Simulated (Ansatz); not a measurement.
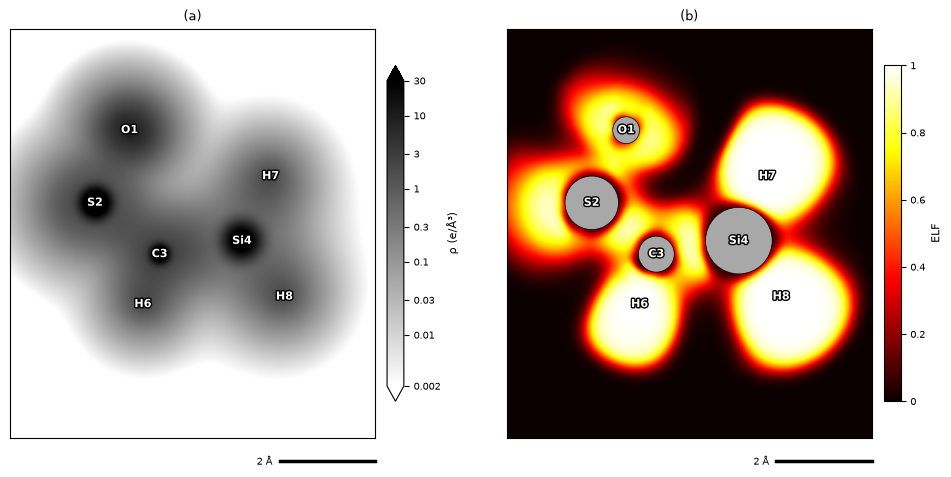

Figure 1: CH4OSSi. (a) electron density; (b) electron localisation function on the plane of atoms S2, C3 and H6. Grey discs cover the atomic cores in the ELF map.

These are results of RKS revPBE/def2-SVP (Ansatz), not measurements.

```yaml
atoms:
  - { symbol: O, position_ang: [-1.7862, 1.2024, -0.5992] }
  - { symbol: S, position_ang: [-0.3260, 1.8171, 0.0177] }
  - { symbol: C, position_ang: [-0.8350, 3.2064, 0.9179] }
  - { symbol: Si, position_ang: [-2.4234, 3.7532, 1.4455] }
  - { symbol: H, position_ang: [-2.0942, 0.5417, 0.0572] }
  - { symbol: H, position_ang: [0.0496, 3.7727, 1.2711] }
  - { symbol: H, position_ang: [-3.6823, 3.2102, 0.8520] }
  - { symbol: H, position_ang: [-2.4925, 5.1278, 2.0297] }
```

> Read the bonding off the picture.

The section cuts through O, S, C, Si and H sites. S–O (1.70 Å): ρ is about 1.3 e/Å³ halfway; the ELF peaks at about 0.80 between the atoms, as expected for a shared but strongly polarised pair. C–S (1.73 Å): ρ is about 1.4 e/Å³ halfway; the ELF peaks at about 0.90 between the atoms, as expected for a covalent bond. C–Si (1.76 Å): the density is about 1 e/Å³ at the midpoint; the ELF peaks at about 0.90 between the atoms; localised, covalent bonding. C–H (1.11 Å): ρ at the midpoint is about 1.8 e/Å³; the ELF climbs to about 1 towards the hydrogen, as it does in any bond to H; an ordinary covalent bond to hydrogen. Si–H (1.49 Å): ρ at the midpoint is about 0.75 e/Å³; the ELF climbs to about 1 towards the hydrogen. The ELF also peaks beside S2, away from the bonds: lone-pair regions.
